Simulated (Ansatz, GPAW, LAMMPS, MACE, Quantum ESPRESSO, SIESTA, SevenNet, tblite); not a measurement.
# Codes compared on amorphous 28Y2O3-72Al2O3 (mol %) (90 atoms), part 2 of 2

Aim: run amorphous 28Y2O3-72Al2O3 (mol %) (90 atoms) in several programs and set results and cost side by side. A plane-wave run serves as the reference.

Reference: Ansatz 0.2.0; Kohn-Sham DFT, PBE, PAW, plane waves.

So far. Step 2 (Plane-wave reference): Neighbours are counted within 2.27 Å (O-Al), 3.00 Å (O-Y). Step 4 (The other programs): All use the same cell and atoms; the electronic-structure runs use the same k-mesh, and an electronic temperature of 580 K (0.05 eV) where levels are smeared.

## Step 4: The other programs (continued)

Differences are against the plane-wave reference, forces as r.m.s. over components; share is that over the reference's r.m.s. force, slope the least-squares factor from reference forces to these. Total energies of different programs have different zeros and aren't compared.

| run | Δ force, r.m.s. (meV/Å) | share (%) | slope | Δ pressure (GPa) | Δ gap (eV) | cores | CPU time | memory (GiB) |
| --- | --- | --- | --- | --- | --- | --- | --- | --- |
| reference | - | - | - | - | - | 4 | 55 s | 1.3 |
| GPAW PBE, LCAO dzp, h 0.18 Å | 211 | 49.7 | 1.299 | - | -0.0867 | 1 | 8.1 min | 2.0 |
| GPAW PBE, LCAO dzp, h 0.22 Å (coarse) | 224 | 52.9 | 1.297 | - | -0.0926 | 1 | 5.3 min | 1.3 |
| GPAW PBE, LCAO sz(dzp), h 0.18 Å (coarse) | 490 | 116 | 1.504 | - | -0.534 | 1 | 2.1 min | 1.5 |
| GPAW RPBE, LCAO dzp, h 0.18 Å | 244 | 57.6 | 1.341 | - | 0.041 | 1 | 8.1 min | 2.0 |
| MACE MPA-0 medium potential | 89.1 | 21.0 | 0.939 | 0.904 | - | 1 | 9.4 s | 1.2 |
| QE PBE, sssp-1.3.0-efficiency, 60/480 Ry | 36.8 | 8.68 | 1.052 | 0.316 | 0.0054 | 4 | 12 min | 3.5 |
| SIESTA PBE, DZ, shift 0.01 Ry, mesh 500 Ry (coarse) | 433 | 102 | 1.501 | 6.32 | -0.128 | 2 | 4.7 min | 1.9 |
| SIESTA PBE, DZP, shift 0.01 Ry, mesh 150 Ry (coarse) | 146 | 34.4 | 1.212 | 2.17 | -0.0409 | 2 | 2.9 min | 0.99 |
| SIESTA PBE, DZP, shift 0.01 Ry, mesh 500 Ry | 143 | 33.8 | 1.212 | 2.19 | -0.0408 | 2 | 13 min | 2.9 |
| SevenNet 0 potential | 72.1 | 17.0 | 0.932 | 0.356 | - | 1 | 8.9 s | 1.0 |
| SevenNet l3i5 potential | 58.3 | 13.8 | 0.951 | 0.407 | - | 1 | 12 s | 1.7 |
| tblite GFN1-xTB | 567 | 134 | 0.878 | 6.34 | - | 1 | 8.5 s | 0.13 |

Rows marked coarse were listed beforehand as settings not expected to be converged; some can still land near the reference.

Times of the machine-learned potentials are mostly Python's start and the loading of weights.

CPU time is summed over cores on a shared host, where runs went side by side, so it is rough. Symmetry, cutoffs, thresholds, outputs and thread counts weren't matched or tuned between programs; memory under MPI is the largest rank's times the ranks.

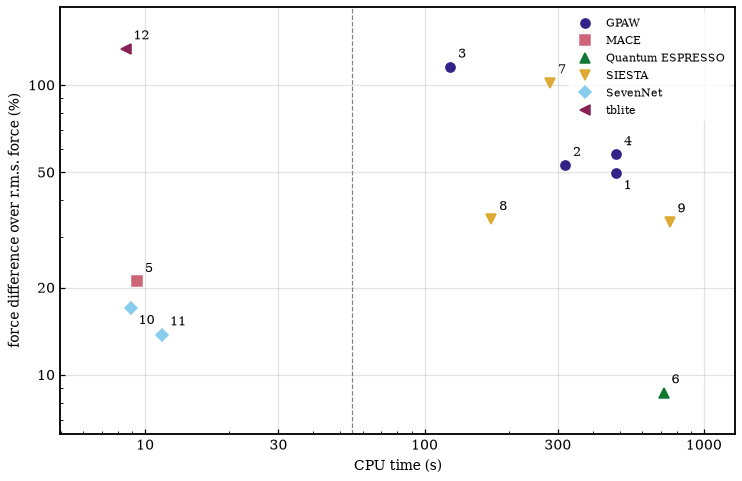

Force difference against CPU time; the dashed line marks the reference's time. Points: 1 GPAW PBE, LCAO dzp, h 0.18 Å; 2 GPAW PBE, LCAO dzp, h 0.22 Å; 3 GPAW PBE, LCAO sz(dzp), h 0.18 Å; 4 GPAW RPBE, LCAO dzp, h 0.18 Å; 5 MACE MPA-0 medium potential; 6 QE PBE, sssp-1.3.0-efficiency, 60/480 Ry; 7 SIESTA PBE, DZ, shift 0.01 Ry, mesh 500 Ry; 8 SIESTA PBE, DZP, shift 0.01 Ry, mesh 150 Ry; 9 SIESTA PBE, DZP, shift 0.01 Ry, mesh 500 Ry; 10 SevenNet 0 potential; 11 SevenNet l3i5 potential; 12 tblite GFN1-xTB.

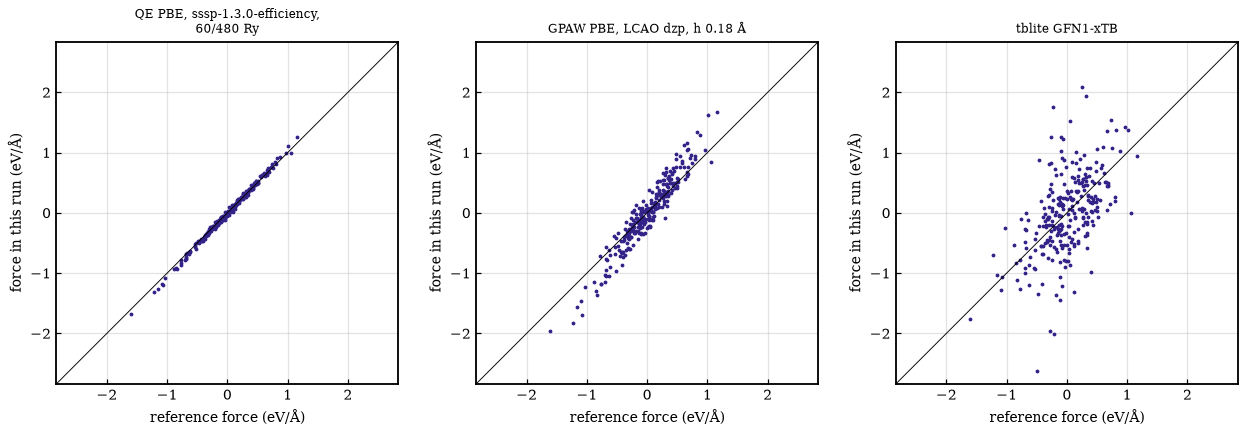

Force components against those of the reference; the line marks equality.

Mean charges by element (e), by run and scheme:

```
                                        run     scheme      Y     Al      O
                                  reference     Löwdin  +1.27  +1.31  -0.80
SIESTA PBE, DZP, shift 0.01 Ry, mesh 500 Ry  Hirshfeld  +0.51  +0.35  -0.26
                            tblite GFN1-xTB   Mulliken  +0.56  +0.57  -0.38
```

The reference's Löwdin charges lack the electrons that the projection spills, 0.038 e an atom on average.

Within one program, basis, potentials and functional, energies share a zero. Each run against its twin at the usual cutoff or grid and solver:

```csv
run,twin,Δ energy (meV/atom),"Δ force, r.m.s. (meV/Å)",CPU time over the twin's
"GPAW PBE, LCAO dzp, h 0.22 Å","LCAO dzp, h 0.18 Å",102,94.2,0.66
"SIESTA PBE, DZP, shift 0.01 Ry, mesh 150 Ry","DZP, shift 0.01 Ry, mesh 500 Ry",3.41,26.7,0.23
```

## Step 5: Results

```
reference r.m.s. force component                       : 0.424 eV/Å
nearest in forces                                      : QE PBE, sssp-1.3.0-efficiency, 60/480 Ry, 8.7 %
farthest in forces                                     : tblite GFN1-xTB, 134 %
cheapest electronic-structure run beside the reference : tblite GFN1-xTB, 8.5 s of CPU time
```

PBE on plane waves or a grid with other potentials, cutoffs or grids, coarse settings apart, differs from the reference by 8.7 % (QE PBE, sssp-1.3.0-efficiency, 60/480 Ry) of the r.m.s. force; potentials, valence shells or grid differ, and the table alone doesn't part them (QE's 60 Ry are 816 eV, against the reference's 420 eV). The PBE runs in local orbitals, coarse settings apart, differ by 34 % (SIESTA PBE, DZP, shift 0.01 Ry, mesh 500 Ry) to 50 % (GPAW PBE, LCAO dzp, h 0.18 Å); basis, grid and potentials can all enter. Tight binding differs by 134 % (tblite GFN1-xTB); it is another model, with fitted parameters of its own, and the xTB methods hold dispersion. Machine-learned potentials differ by 14 % (SevenNet l3i5 potential) to 21 % (MACE MPA-0 medium potential); they were trained on other programs' data. Rows with another functional or a dispersion term differ by 58 % (GPAW RPBE, LCAO dzp, h 0.18 Å), which mixes the change of model with differences of basis and potentials. Runs with settings chosen to be coarse differ by 34 % (SIESTA PBE, DZP, shift 0.01 Ry, mesh 150 Ry) to 116 % (GPAW PBE, LCAO sz(dzp), h 0.18 Å), their programs' other errors included. One electronic-structure run takes under half the reference's CPU time: tblite GFN1-xTB, at 134 % in 8.5 s against 55 s, too far off to be of use; its pressure misses by +6.3 GPa. SIESTA PBE, DZP, shift 0.01 Ry, mesh 150 Ry stiffens the forces by a factor of 1.21 while following their directions (correlation 0.976). At the same functional, gaps differ from the reference's 4.02 eV by between -0.53 and +0.01 eV. In pressure, SIESTA PBE, DZ, shift 0.01 Ry, mesh 500 Ry misses by +6.3 GPa, at the same functional. Charges hang on model, scheme and program or settings: among these rows the mean for Al runs from +0.35 to +1.31 e. In the reference: filled and empty levels are parted by 4.02 eV (at Γ alone); a semilocal functional tends to put such gaps too low. In a disordered cell it changes from sample to sample, and tail or defect levels can set it. In the reference: mean Löwdin charges: Al +1.31, O -0.80, Y +1.27 e (they miss 0.66 % of the electrons, so they add up to more than the cell's charge). Periodic xTB results under one method name differ between programs and library versions. Machine-learned potentials mimic data converged in k, so the reference's own k-point error enters their differences. The quench rate of 20 K/ps is many orders above laboratory rates, so the cell is likely richer in defects and strain than a real sample. The network of bonds at the start is that of the classical potential that made the cell, and needn't be the one that DFT or experiment would give. The reference's stress is far from hydrostatic: its diagonal is 6.5, 4.3, 7.6 GPa, compression counted positive. The reference's pressure of 6.1 GPa belongs to a cell and atoms that aren't relaxed at this level. The electronic-structure runs sample only Γ, in a cell whose shortest periodic width is 10 Å.

[Also dropped from logs without a mark: logging warnings of Python, and SIESTA's first energy breakdown and zero terms.]

[Logs are printed without paths, hosts, clocks, repeated set-up lines and the standing remarks that a program may print on its own settings, such as how far it seeks lower states.]

[Hosts, paths, dates, database ids (printed as entryN), source tags and the programs' standing remarks are cut or masked in the printed files.]
